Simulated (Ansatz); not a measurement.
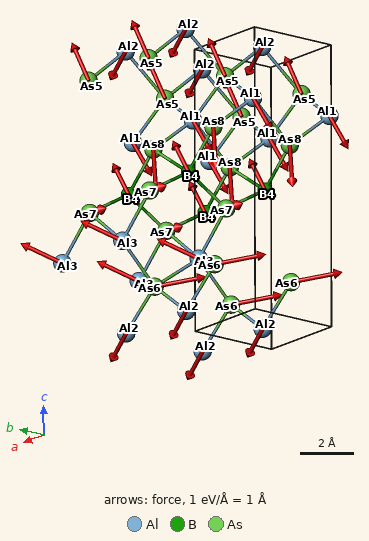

Starting geometry of a crystal of Al₃BAs₄ (a generated structure, set up in P1) (coarse preliminary run) with the computed forces as red arrows. A ball-and-stick model of the cell of the calculation, repeated 2 × 2 × 1 with one cell outlined, seen from a free direction.

Level of theory: DFT PBE, scalar-relativistic, plane waves, PAW in Ansatz 0.2.0.

Input file:
```yaml
crystal:
  lattice:
    - [3.7683329471, -0.0632519224, -0.0029947773]
    - [-0.0632519224, 3.7831816489, 0.0048450361]
    - [-0.0087295808, 0.0141229647, 11.2413807978]
  atoms:
    - { symbol: Al, position: [-0.0062389283, 0.027127935, 0.7460880875] }
    - { symbol: Al, position: [0.4866239564, 0.519267445, -0.001230358] }
    - { symbol: Al, position: [-0.0288870963, 0.9715393282, 0.2568188462] }
    - { symbol: B, position: [0.495559615, 0.4781889913, 0.4936377978] }
    - { symbol: As, position: [0.4842613296, 0.0058809284, 0.863558648] }
    - { symbol: As, position: [0.0238993018, 0.5091757645, 0.1276776802] }
    - { symbol: As, position: [0.502008722, -0.0193222021, 0.3974378091] }
    - { symbol: As, position: [0.0427730998, 0.5081418096, 0.6160114894] }
basis:
  ecutwfc: 420
kpoints:
  mp_grid: { grid: [4, 4, 2] }
hamiltonian:
  xc: pbe
scf:
  occupations: { method: gaussian, width: 0.1 }
  lower_state_search: "off"
output:
  forces: true
  stress: true
  eigenvalues: true
relax:
  adjacent_minimum: "off"
  f_tol: 0.025
  max_steps: 60
  cell: { stress_tol: 0.25 }
```

Run as
```bash
ansatz run input.yaml --threads 1 --pin off --max-ram 2560MiB --backend cpu --events-out ev --progress --plain --runs-dir out
```

> What follows when this structure is relaxed?

It isn't relaxed: the largest force vector, on As8, is 2.14 eV/Å. The final displacements follow the starting forces only in part (cosine between the two patterns 0.78). Over 3 accepted moves (4 points after the start) the energy falls by 0.930 eV per cell of the calculation. The largest force component goes from 2 to 0.0093 eV/Å. Pressure: 5.35 GPa at the start and 0.07 GPa at the end. At 1 point the geometry stayed and the basis and grid were re-selected for the new cell (energy shift of 2.9 meV per cell of the calculation at most each time). As8 moves most relative to the cell: 0.24 Å roughly along [−3 −1 −1]. Largest moves by element: As 0.24 Å, Al 0.18 Å, B 0.11 Å. The volume changes by +4.9 %, with a 3.769 → 3.881 Å (+3.0 %), b 3.784 → 3.880 Å (+2.5 %), c 11.241 → 11.157 Å (−0.8 %), α 89.9° → 90.0°, γ 91.9° → 90.1°. Among the contacts that change: B4–As8 2.477 → 2.242 Å, Al1–As5 2.274 → 2.439 Å, Al3–As6 2.290 → 2.438 Å, Al1–As8 2.334 → 2.452 Å. Among the angles between lasting bonds that change: B4–As8–B4 107.2° → 119.9°, As8–B4–As8 107.2° → 119.9°, Al1–As8–B4 119.6° → 107.9°. The space group (tolerance 0.01 Å) goes from P1 (No. 1) to P-4m2 (No. 115).
